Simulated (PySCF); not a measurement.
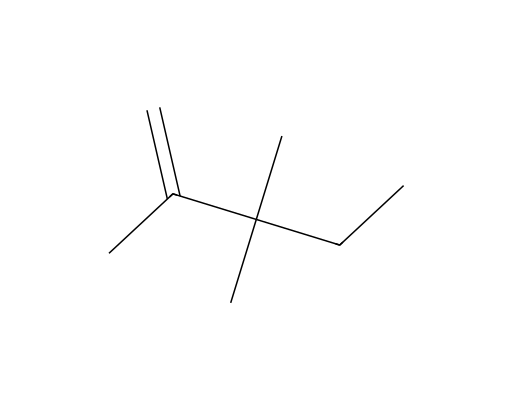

Skeletal drawing of a molecule.

**Transcribe the drawing into SMILES.**

C=C(C)C(C)(C)CC

**What is the molecular formula?**

C8H16.

**An optimisation with PBE0-D3(BJ)/def2-SVP gave a structure of which point group?**

C1. Other conformers may differ.

The parts below concern this one geometry. Atoms keep their numbers from picture to picture. Computed geometry: PBE0-D3(BJ)/def2-SVP optimisation. No frequency run is at hand to confirm it as a minimum.

### Dipole moment

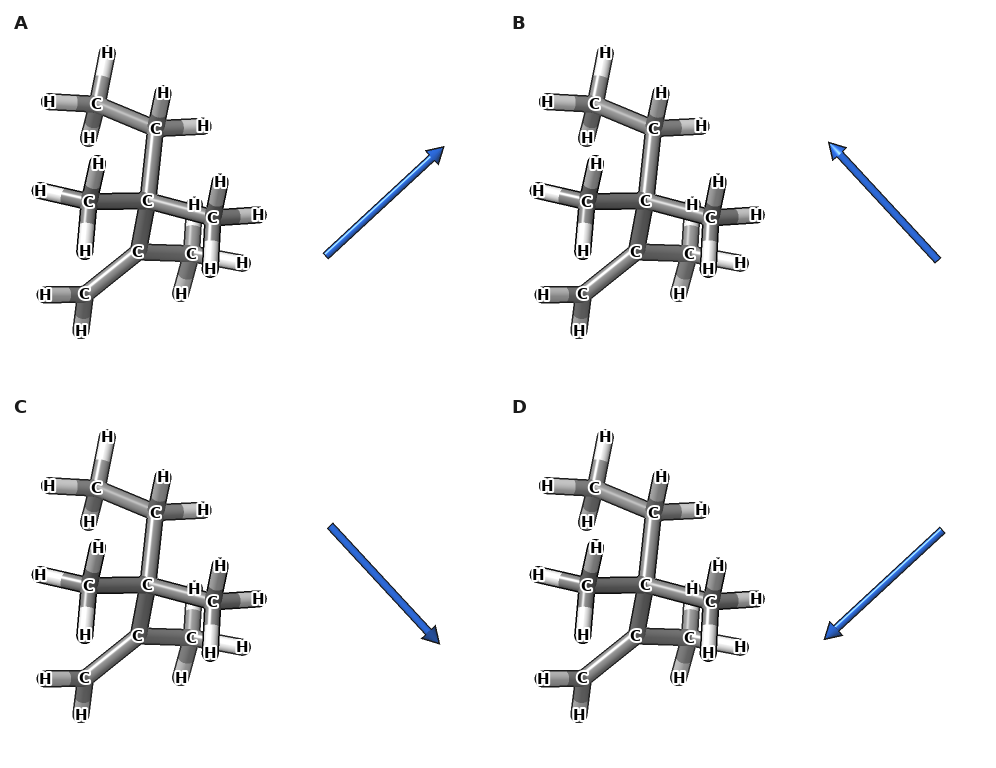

The same molecule four times, each with an arrow. No frequency run is at hand to confirm it as a minimum. Level of theory: PBE0/pcSseg-1, gas phase (PySCF 2.14.0).

**Which arrow points along the dipole moment, from the negative to the positive end?**

A. The dipole moment is 0.49 D.

### Bond orders

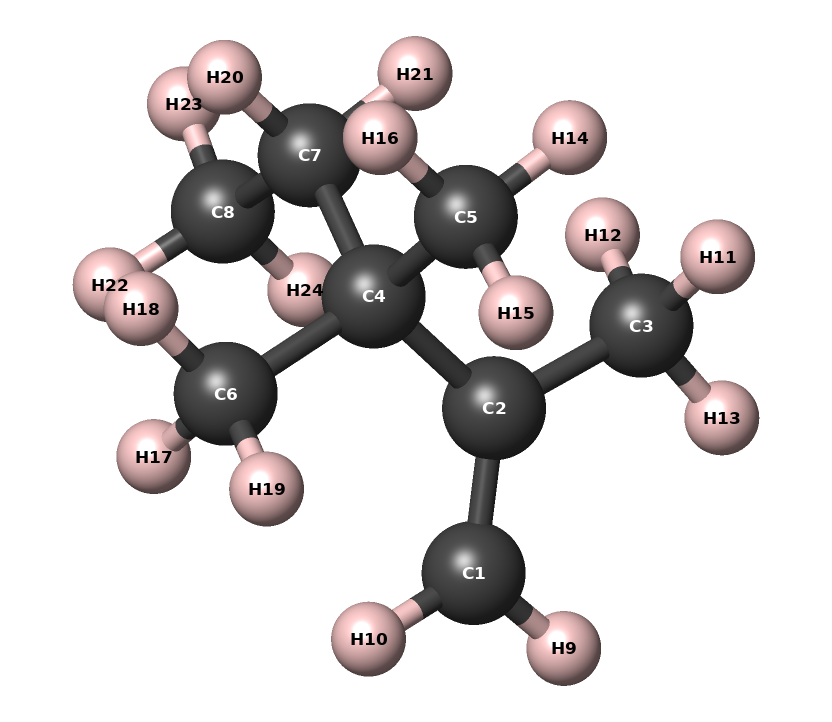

Every bond is drawn as one stick. No frequency run is at hand to confirm it as a minimum. Computed with PBE0/pcSseg-1 (PySCF 2.14.0).

List the Mayer bond orders of C1–C2, C2–C3, C2–C4, C4–C5, C4–C6, C4–C7, C7–C8 (bonds between heavy atoms, one of each equivalent set).

| bond | Mayer order | length (Å) |
| --- | --- | --- |
| C1–C2 | 2.02 | 1.339 |
| C2–C3 | 1.05 | 1.504 |
| C2–C4 | 0.92 | 1.529 |
| C4–C5 | 1.03 | 1.537 |
| C4–C6 | 1.05 | 1.529 |
| C4–C7 | 0.99 | 1.546 |
| C7–C8 | 1.06 | 1.520 |

### Charges

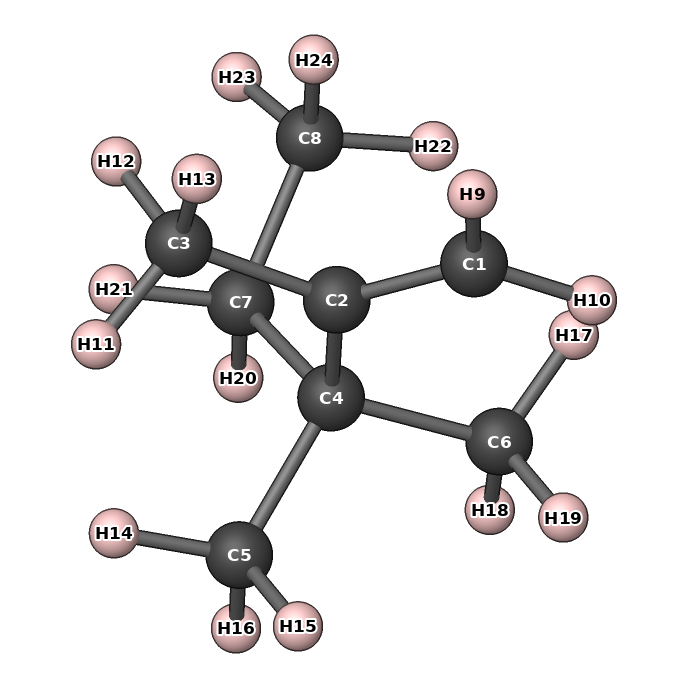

The questions are on Hirshfeld charges. No frequency run is at hand to confirm it as a minimum. Properties computed with PBE0/pcSseg-1, gas phase (PySCF 2.14.0).

Give the Hirshfeld charges atom by atom.

```tsv
atom	value (e)
C1	−0.12
C2	0.02
C3	−0.12
C4	0.03
C5	−0.12
C6	−0.12
C7	−0.06
C8	−0.12
H9	0.04
H10	0.04
H11	0.04
H12	0.04
H13	0.04
H14	0.04
H15	0.04
H16	0.04
H17	0.04
H18	0.04
H19	0.04
H20	0.03
H21	0.03
H22	0.04
H23	0.04
H24	0.03
```

### Excitation

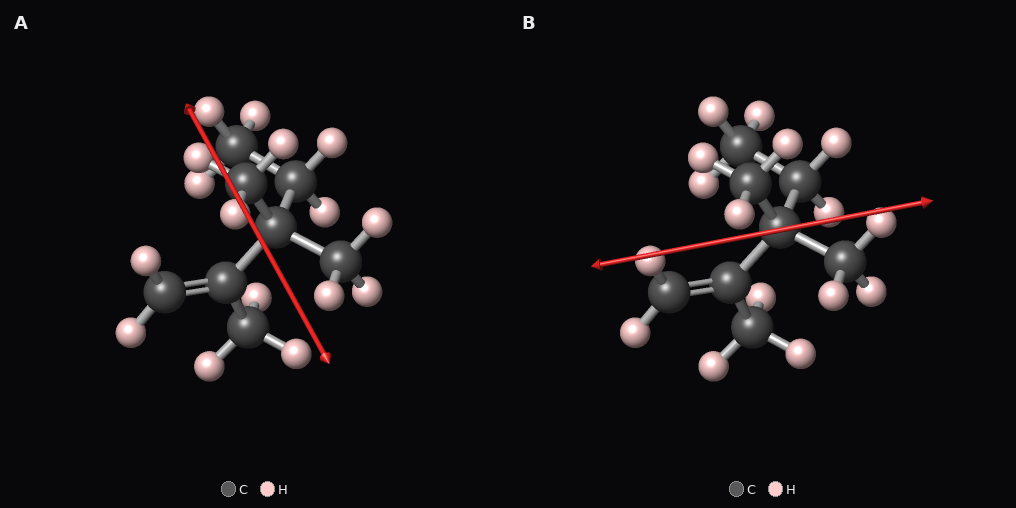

The double arrows show the directions of two transition dipoles from the ground state (lengths mean nothing). No frequency run is at hand to confirm it as a minimum. Method: TDDFT CAM-B3LYP/def2-SVPD, vertical, gas phase, core orbitals frozen in the response (PySCF 2.14.0).

**One belongs to singlet state 6 and one to singlet state 9. Which is which?**

A: state 9, 8.62 eV (144 nm), oscillator strength 0.028, of mixed character, with the largest part HOMO → LUMO+5 (weight 0.36).
B: state 6, 8.15 eV (152 nm), oscillator strength 0.035, mainly HOMO → LUMO+3 (weight 0.72).
